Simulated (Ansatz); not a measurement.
The parent structure is Rb2TlRhF6 (space group Fm-3m, No. 225; a = 9.0553 Å; a cell from a computed database, its experimental status unchecked). Axes: x, y, z lie along the cube axes.

It is then changed as follows: biaxial strain −3.97 %, plane normal [001], relaxed out of plane (Cartesian); in-plane vectors clamped, the third vector and the atoms free.

The values are results of Kohn–Sham DFT with the PBEsol functional, run in Ansatz (a program for electronic structure) with PAW and 420 eV plane waves, scalar-relativistic without spin-orbit coupling, not measurements.

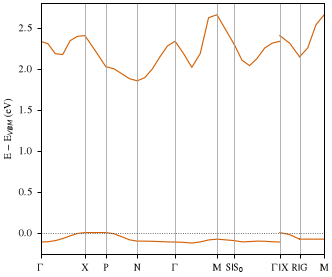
*Highest valence and lowest conduction band along the path of the changed cell's own zone*

The gap is 1.85 eV, indirect, X → N; the base has 1.89 eV.

Spin-orbit coupling, missing from the scalar runs, can matter with Tl. Stability against distortions was not tested. k-point labels follow each cell's own Brillouin zone.
